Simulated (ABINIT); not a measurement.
# CO2 (P4_2/mnm): a self-consistent loop beyond G0W0, cycle by cycle, part 3 of 3

How far does self-consistency move the gap of CO2 (P4_2/mnm)?

ABINIT 10.8.3; LDA and many-body steps on it, plane waves. Known limits of the many-body steps: not at the basis limit; coarse k mesh.

So far. Step 10 (evGW, cycle 1): Against G0W0 in ABINIT (2×2×2 mesh, 71 bands, screening to 106.1 eV, Godby-Needs plasmon pole), the gap moves by +1.127 eV. Step 13 (evGW, cycle 2): Against the cycle before, the gap moves by +0.067 eV.

## 15. Screening, 2×2×2 mesh, 71 bands, screening to 106.1 eV

This step: RPA screening on LDA from quasiparticle energies, plane waves, norm-conserving pseudopotentials.

The input, run.abi:

```
acell 3*1.0 Angstrom
rprim 
  4.227212790000 0.000000000000 0.000000000000
  0.000000000000 4.227212790000 0.000000000000
  0.000000000000 0.000000000000 4.687771590000
ntypat 2
znucl 6 8
natom 6
typat 1 1 2 2 2 2
xred 
  0.500000000000 0.500000000000 0.500000000000
  0.000000000000 0.000000000000 0.000000000000
  0.304826860000 0.695173140000 0.500000000000
  0.695173140000 0.304826860000 0.500000000000
  0.195173140000 0.195173140000 0.000000000000
  0.804826860000 0.804826860000 0.000000000000
pp_dirpath "pseudos"
pseudos "C.upf, O.upf"
ecut 37
ngkpt 2 2 2
nshiftk 1
shiftk 0 0 0
kptopt 1
chksymbreak 0
istwfk *1
occopt 1
irdwfk 1
optdriver 3
nband 71
ecuteps 3.9
inclvkb 2
awtr 1
symchi 1
irdqps 1
gwcalctyp 10
nqptdm 5
qptdm 
  0.5000000000 0.0000000000 0.0000000000
  0.5000000000 0.5000000000 0.0000000000
  0.0000000000 0.0000000000 0.5000000000
  0.5000000000 0.0000000000 0.5000000000
  0.5000000000 0.5000000000 0.5000000000
indata_prefix "in"
outdata_prefix "out"
tmpdata_prefix "tmp"
```

The input, mrgscr.stdin:

```
2
merged
q0_SCR
out_SCR
1
```

Run with:

```bash
$ OMP_NUM_THREADS=1 mpirun -n 8 abinit run.abi > log; mrgscr < mrgscr.stdin
```

Numbers of over 12 decimals in the logs are rounded to 6 here.

The log of the run:

```text
.Version 10.8.3 of ABINIT. v10.8.2 released Aug 2026.

 Symmetries : space group P4_2/m n m (#136); Bravais tP (primitive tetrag.)
[... echo of the input left out ...]
== DATASET  1 ==================================================================
-   mpi_nproc: 8, omp_nthreads: 1 (-1 if OMP is not activated)

--- !DatasetInfo
iteration_state: {dtset: 1, }
dimensions: {natom: 6, nkpt: 6, mband: 71, nsppol: 1, nspinor: 1, nspden: 1, mpw: 6088, }
cutoff_energies: {ecut:  37.0, pawecutdg:  -1.0, }
[...]
q-point number  1        q = ( 0.500000, 0.000000, 0.000000) [r.l.u.]
--------------------------------------------------------------------------------
[... chi0 elements left out ...]
  Average fulfillment of the sum rule on Im[epsilon] for q-point    2 :     64.67  [%]

--------------------------------------------------------------------------------
  q-point number  2        q = ( 0.500000, 0.500000, 0.000000) [r.l.u.]
--------------------------------------------------------------------------------
[... chi0 elements left out ...]
  Average fulfillment of the sum rule on Im[epsilon] for q-point    3 :     60.46  [%]

 [... 3 further q-points ...]
```

Elapsed: 3.4 s, on 8 MPI ranks of Arm Neoverse V2, shared host; peak memory 1.2 GiB; 26 s of CPU time.

This step gave:

| Property | Result |
| --- | --- |
| plasma frequency | 22.95 eV |
| plane waves in the screening matrix | 211 |

This screening reads the quasiparticle levels of the cycle before.

## 16. evGW, cycle 3

This step: evGW on LDA, plane waves, norm-conserving pseudopotentials.

Changes to run.abi since step 15:

```diff
@@ -27,12 +27,10 @@
 irdwfk 1
-optdriver 3
+optdriver 4
 nband 71
-ecuteps 3.9
-inclvkb 2
-awtr 1
-symchi 1
-irdqps 1
 gwcalctyp 10
-nqptdm 5
-qptdm 
+ecutsigx 37
+symsigma 1
+nkptgw 6
+kptgw 
+  0.0000000000 0.0000000000 0.0000000000
   0.5000000000 0.0000000000 0.0000000000
@@ -42,2 +40,13 @@
   0.5000000000 0.5000000000 0.5000000000
+bdgw 
+  5 22
+  5 22
+  5 22
+  5 22
+  5 22
+  5 22
+ecuteps 3.9
+irdscr 1
+ppmodel 1
+irdqps 1
 indata_prefix "in"
```

Run with:

```bash
$ OMP_NUM_THREADS=1 mpirun -n 8 abinit run.abi > log
```

The log of the run:

```text
.Version 10.8.3 of ABINIT. v10.8.2 released Aug 2026.

 Symmetries : space group P4_2/m n m (#136); Bravais tP (primitive tetrag.)
[... echo of the input left out ...]
== DATASET  1 ==================================================================
-   mpi_nproc: 8, omp_nthreads: 1 (-1 if OMP is not activated)

--- !DatasetInfo
iteration_state: {dtset: 1, }
dimensions: {natom: 6, nkpt: 6, mband: 71, nsppol: 1, nspinor: 1, nspden: 1, mpw: 6088, }
cutoff_energies: {ecut:  37.0, pawecutdg:  -1.0, }
[...]
.  kptgw no:  4; Maximum DeltaE = (  -0.003   0.001) for band index:  5
.  kptgw no:  5; Maximum DeltaE = (   0.001  -0.000) for band index:  1
.  kptgw no:  6; Maximum DeltaE = (   0.002  -0.000) for band index:  1

== END DATASET(S) ==============================================================
================================================================================

 -outvars: echo values of variables after computation  --------
           etotal      0.0000000000E+00
            nband          71
             nkpt           6
          spgroup         136
 [... the other variables as echoed above ...]

 Calculation completed.
```

Wall time 19 s (8 MPI ranks); peak memory 2.3 GiB; 2.5 min of CPU time.

This step gave:

```yaml
quasiparticle_gap_on_the_mesh: 11.34 eV
gap_of_the_density_functional_on_the_mesh: 6.325 eV
k_of_the_valence_top: 0.5, 0.5, 0.5
k_of_the_conduction_bottom: 0, 0, 0
least_direct_quasiparticle_gap_on_the_computed_points: 11.91 eV
```

Against the cycle before, the gap moves by +0.004 eV.

## 17. The runs together

Times are wall times on 8 MPI ranks of Arm Neoverse V2, shared host, good to a factor of about two. A run's time includes the screening step that it read.

```tsv
run	mesh	bands	screening cutoff (eV)	DFT gap (eV)	gap on the mesh (eV)	direct (eV)	ε∞ used	time
G0W0	2×2×2	71	106.1	6.325	10.137	10.693	1.88	8.9 s
evGW0, cycle 1	2×2×2	71	106.1	6.325	10.747	11.314	1.88	24 s
evGW0, cycle 2	2×2×2	71	106.1	6.325	10.535	11.094	1.88	25 s
evGW0, cycle 3	2×2×2	71	106.1	6.325	10.544	11.102	1.88	25 s
evGW, cycle 1	2×2×2	71	106.1	6.325	11.264	11.835	1.66	27 s
evGW, cycle 2	2×2×2	71	106.1	6.325	11.331	11.902	1.64	28 s
evGW, cycle 3	2×2×2	71	106.1	6.325	11.335	11.906	1.64	27 s
```

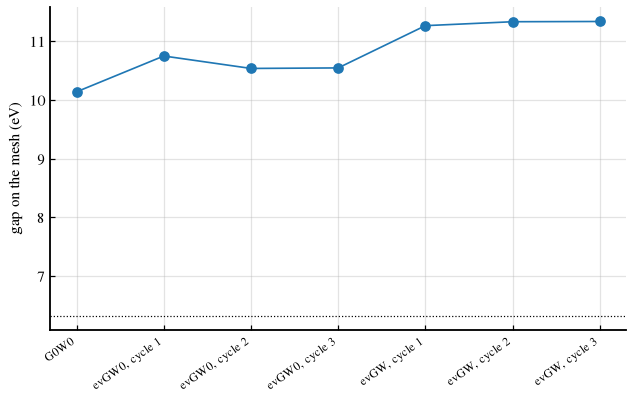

The gap through the cycles; the dotted line is the starting gap.

## 18. Summary of results

| Quantity | Value |
| --- | --- |
| G0W0 | 10.137 eV |
| evGW0, cycle 1 | 10.747 eV |
| evGW0, cycle 2 | 10.535 eV |
| evGW0, cycle 3 | 10.544 eV |
| evGW, cycle 1 | 11.264 eV |
| evGW, cycle 2 | 11.331 eV |
| evGW, cycle 3 | 11.335 eV |
| known limits | not at the basis limit; coarse k mesh |

What this shows: Only the bands that the input lists are updated; the others, empty or deep, keep the functional's energies or take a rigid shift. The evGW loop starts from the last levels of evGW0, so its cycles and time come on top of those. evGW0 ends at 10.54 eV, +0.41 eV from G0W0, after 3 cycles that took 55 s beside the first screening; the last moved the gap by 0.009 eV. evGW ends at 11.34 eV, +1.20 eV from G0W0, after 3 cycles that took 82 s beside the first screening; the last moved the gap by 0.004 eV. The first cycle of evGW0 takes the full correction, without the factor Z, so it overshoots the one-shot value. Bands and cutoff are finite, so the gap is not at the basis limit. The miss can reach some tenths of an eV and take either sign; the mesh is an error of its own. The 2×2×2 mesh is coarse for this cell, which bears on the long-range parts of exchange and screening. In the updated screening the q = 0 part is built from Kohn-Sham bands under a rigid shift, the other q from the quasiparticle levels.

[Paths, hosts, dates, memory and timing lines, banners, echoed tables and standing remarks are left out of the program output.]

[Logs are printed without paths, hosts, clocks, repeated set-up lines and the standing remarks that a program may print on its own settings, such as how far it seeks lower states.]

[Runs of the session that timed out or met a known fault of the program may be left out.]

[Hosts, paths, dates, database ids (printed as entryN), source tags and the programs' standing remarks are cut or masked in the printed files.]

[G0W0 gaps are taken among the corrected bands and points alone; a level outside them can change the order at an edge.]

[Where Ansatz stands beside ABINIT at settings called matched, ABINIT's density can come from a denser mesh and the files from another edition; pairs whose starting gaps differed by over 0.03 eV were left out, so agreement reads better than it is.]
